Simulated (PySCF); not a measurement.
**O₂Se (SMILES O=[Se]=O): density, localisation and related maps**

```yaml
atoms:
  - { symbol: O, position_ang: [-1.3374, -0.2636, 0.1851] }
  - { symbol: Se, position_ang: [-0.0058, 0.3937, -0.4290] }
  - { symbol: O, position_ang: [1.3668, -0.1342, 0.2189] }
```

Geometry: PBE0-D3(BJ)/ma-def2-SVP.

All numbers below come from PySCF, DFT single point, gas phase, functional wB97X.

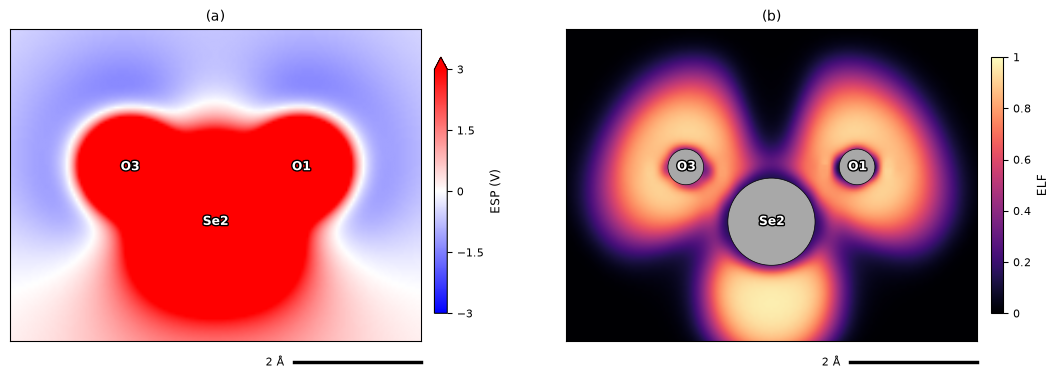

Figure 1. (a) electrostatic potential; (b) electron localisation function on the molecular plane. Grey discs cover the atomic cores in the ELF map.

Q: Read the bonding off the picture.

A: The section cuts through O and Se sites.
Se–O (1.61 Å): the ELF peaks at about 0.80 in the valence shell of O, 0.6 Å from its nucleus, and is about 0.50 at the midpoint.
The ELF also peaks beside Se2, O3 and O1, away from the bonds: lone-pair regions.
Outside the dense part of the molecule the potential is most negative (−1.4 V) near O1 and O3.

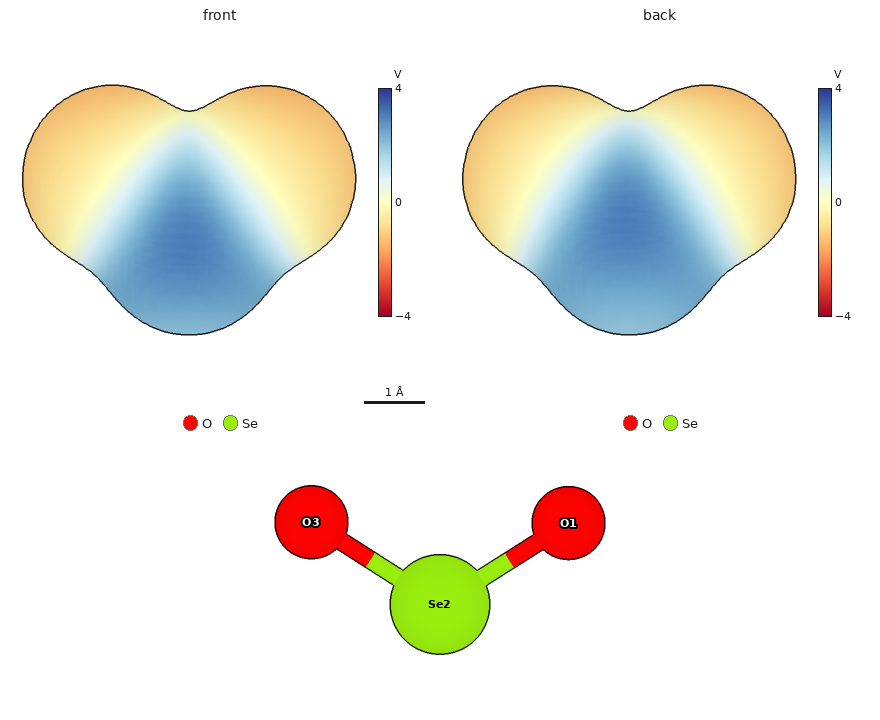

Figure 2. The molecular electrostatic potential painted on the density surface at 0.004 e/bohr³, seen from the front and from behind; the colour scale runs from red (negative) to blue (positive). The bare structure is drawn below in the same view.

Q: Which sites attract a positive test charge, and which a negative one?

A: A positive charge is drawn to the negative regions and a negative charge to the positive ones. The most negative region (about −1.3 V) lies over O1 and O3, the most positive (about +3.1 V) over Se2.

Q: How polar is the molecule by this calculation?

A: Its dipole moment is 2.91 D.
